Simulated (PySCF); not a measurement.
**[NH3]+ (SMILES [NH3+]) at UCCSDT/SBKJC (core potential)**

What is the energy change on altering one bond length of [NH3]+ at UCCSDT/SBKJC (core potential)? The job is set up through a Python script.

Program for the calculation: PySCF 2.14.0.

12 further runs of the same task are left out: 1 that didn't finish, 11 set aside as unsound or not needed.

## 1. The system as given

[NH3]+: 4 atoms, total charge +1, spin state doublet. SMILES: `[NH3+]`. Geometry: relaxed at GFN2-xTB.

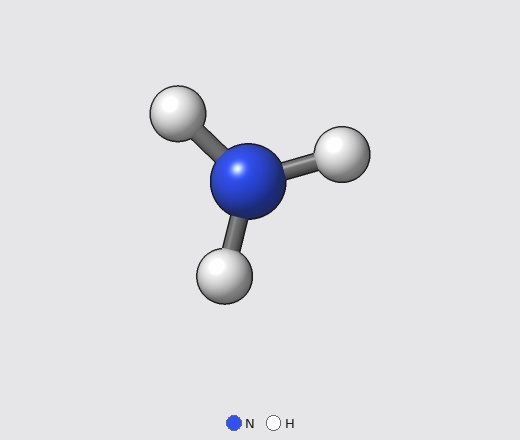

The structure, seen from a chosen angle (nitrogen blue, hydrogen white).

## 2. A single-point energy at UCCSDT/SBKJC (core potential)

File run.py:

```python
from pyscf import gto, scf, cc

mol = gto.Mole()
mol.atom = '''
N      0.000265    -0.001550    -0.000624
H      0.965083    -0.451172     1.623842
H     -1.881147    -0.452627    -0.169716
H      0.915799     0.905330    -1.453502
'''
mol.charge = 1
mol.max_memory = 1860
mol.ecp = {'N': 'sbkjc'}
mol.verbose = 4
mol.basis = 'sbkjc'
mol.spin = 1
mol.unit = 'bohr'
mol.build()

mf = scf.UHF(mol)
mf.conv_tol = 1e-10
mf.kernel()
if not mf.converged:
    mf = mf.newton().run(mf.mo_coeff, mf.mo_occ)

mycc = cc.CCSDT(mf)
mycc.kernel()
energy = mycc.e_tot
print('Final energy', energy)
```

Run with:

```sh
$ OMP_NUM_THREADS=1 python run.py
```

Output:

```text
PySCF version 2.14.0

[INPUT] num. atoms = 4
[INPUT] num. electrons = 7
[INPUT] charge = 1
[INPUT] spin (= nelec alpha-beta = 2S) = 1
[INPUT] symmetry False subgroup None
[INPUT] Mole.unit = bohr
[INPUT] Symbol           X                Y                Z      unit          X                Y                Z       unit  Magmom
[INPUT]  1 N      0.000140231961  -0.000820224677  -0.000330206580 AA    0.000265000000  -0.001550000000  -0.000624000000 Bohr   0.0
[INPUT]  2 H      0.510699930246  -0.238749940605   0.859300180535 AA    0.965083000000  -0.451172000000   1.623842000000 Bohr   0.0
[INPUT]  3 H     -0.995460122791  -0.239519893447  -0.089809839528 AA   -1.881147000000  -0.452627000000  -0.169716000000 Bohr   0.0
[INPUT]  4 H      0.484619960583   0.479080004362  -0.769160134427 AA    0.915799000000   0.905330000000  -1.453502000000 Bohr   0.0

nuclear repulsion = 8.61547038756369
number of shells = 10
number of NR pGTOs = 25
number of NR cGTOs = 14
basis = sbkjc
ecp = {'N': 'sbkjc'}

[... 57 lines left out ...]
converged SCF energy = -11.0888075799558  <S^2> = 0.76099611  2S+1 = 2.0109661
[... 16 lines left out ...]
WARN: A large `blksize_v_aaa` is being used, which may cause large memory consumption
[... 3 lines left out ...]
WARN: A large `blksize_v_aab` is being used, which may cause large memory consumption
      for storing contraction intermediates. If memory is sufficient, consider using
      `pyscf.cc.uccsdt_highm.UCCSDT` instead.

Approximate memory usage estimate
    T3 memory                 126 KB
    R3 memory                 126 KB
    ERIs memory               900 KB
    T1-ERIs memory            900 KB
    Intermediates memory      900 KB
    Block workspace           666 KB
Init t2, MP2 energy = -0.0749091587489835
Init E_corr(UCCSDT) = -0.0749091587490999
cycle =  1  E_corr(UCCSDT) = -0.085865457925  dE = -1.095629917586e-02  norm(d tamps) = 3.96730881e-02
cycle =  2  E_corr(UCCSDT) = -0.089756044487  dE = -3.890586561975e-03  norm(d tamps) = 1.72763277e-02
cycle =  3  E_corr(UCCSDT) = -0.092412165121  dE = -2.656120634283e-03  norm(d tamps) = 9.38195781e-03
cycle =  4  E_corr(UCCSDT) = -0.092644575214  dE = -2.324100929119e-04  norm(d tamps) = 3.06218483e-03
cycle =  5  E_corr(UCCSDT) = -0.092613230996  dE =  3.134421841229e-05  norm(d tamps) = 1.05449019e-03
cycle =  6  E_corr(UCCSDT) = -0.092636681714  dE = -2.345071783327e-05  norm(d tamps) = 3.16234778e-04
cycle =  7  E_corr(UCCSDT) = -0.092636075376  dE =  6.063377648441e-07  norm(d tamps) = 7.05843303e-05
cycle =  8  E_corr(UCCSDT) = -0.092635446218  dE =  6.291573692863e-07  norm(d tamps) = 2.04195790e-05
cycle =  9  E_corr(UCCSDT) = -0.092635504984  dE = -5.876562436669e-08  norm(d tamps) = 6.08014824e-06
cycle = 10  E_corr(UCCSDT) = -0.092635520633  dE = -1.564945603660e-08  norm(d tamps) = 2.04358591e-06
cycle = 11  E_corr(UCCSDT) = -0.092635510006  dE =  1.062720185463e-08  norm(d tamps) = 4.98866012e-07
UCCSDT converged
E(UCCSDT) = -11.18144308996214   E_corr = -0.09263551000629153
E_corr(same-spin) = -0.0121415386838958
E_corr(oppo-spin) = -0.0804939713223957
Final energy -11.181443089962135
```

Wall time 1.2 s (1 thread of Arm Neoverse V2, shared host); peak memory 0.12 GiB.

## 3. The distorted shape

File mol.xyz:

```xyz
4
H3N
N     -0.242091    -0.240761     0.384071
H      0.268469    -0.478691     1.243701
H     -1.237691    -0.479461     0.294591
H      0.484620     0.479080    -0.769160
```

File input.py:

```python
from pyscf import gto, scf, cc

mol = gto.M(
    atom='mol.xyz',
    verbose=3,
    charge=1,
    ecp={'N': 'sbkjc'},
    max_memory=1860,
    spin=1,
    basis='sbkjc',
)

hf = scf.UHF(mol)
hf.conv_tol = 1e-10
hf.kernel()
if not hf.converged:
    hf = hf.newton().run(hf.mo_coeff, hf.mo_occ)

mycc = cc.CCSDT(hf)
mycc.kernel()
e_tot = mycc.e_tot
print('E = %.10f Eh' % e_tot)
```

Run with:

```sh
$ OMP_NUM_THREADS=1 python input.py
```

Output:

```text
converged SCF energy = -10.9978565268551  <S^2> = 0.86127228  2S+1 = 2.108338
_make_eris_incore_UCCSDT

WARN: A large `blksize_v_aaa` is being used, which may cause large memory consumption
      for storing contraction intermediates. If memory is sufficient, consider using
      `pyscf.cc.uccsdt_highm.UCCSDT` instead.

WARN: A large `blksize_v_aab` is being used, which may cause large memory consumption
      for storing contraction intermediates. If memory is sufficient, consider using
      `pyscf.cc.uccsdt_highm.UCCSDT` instead.

UCCSDT converged
E(UCCSDT) = -11.10528126031898   E_corr = -0.107424733463886
E_corr(same-spin) = -0.0127822336862361
E_corr(oppo-spin) = -0.0946424997776499
E = -11.1052812603 Eh
```

It took 1.4 s on 1 thread of Arm Neoverse V2, shared host; peak memory 0.12 GiB.

## 4. Results

Level: UCCSDT/SBKJC (core potential).

```
                                                                   quantity         value
                                                  first shape: total energy  -11.18144 Eh
    first shape: HOMO energy (Hartree–Fock orbitals) (highest over α and β)     -24.94 eV
     first shape: LUMO energy (Hartree–Fock orbitals) (lowest over α and β)      -6.65 eV
                                            first shape: correlation energy     -92.6 mEh
                             first shape: ⟨S²⟩ of the reference determinant         0.761
                                                 first shape: T1 diagnostic         0.007
                                              distorted shape: total energy  -11.10528 Eh
distorted shape: HOMO energy (Hartree–Fock orbitals) (highest over α and β)     -23.08 eV
 distorted shape: LUMO energy (Hartree–Fock orbitals) (lowest over α and β)      -5.74 eV
                                        distorted shape: correlation energy    -107.4 mEh
                         distorted shape: ⟨S²⟩ of the reference determinant         0.861
                                             distorted shape: T1 diagnostic         0.036
          energy change with the N1–H4 bond stretched from 1.028 to 1.541 Å      2.072 eV
```

What this shows: With the N1–H4 bond stretched from 1.028 to 1.541 Å the energy rises by 2.07 eV (48 kcal/mol). The first shape isn't relaxed at this level, so the change isn't measured from a minimum. Mulliken charges (first shape) of the mean-field density run from -0.37 on N1 to +0.46 on H2. ⟨S²⟩ (distorted shape) is 0.86 where a pure doublet has 0.75: the reference is spin-contaminated.
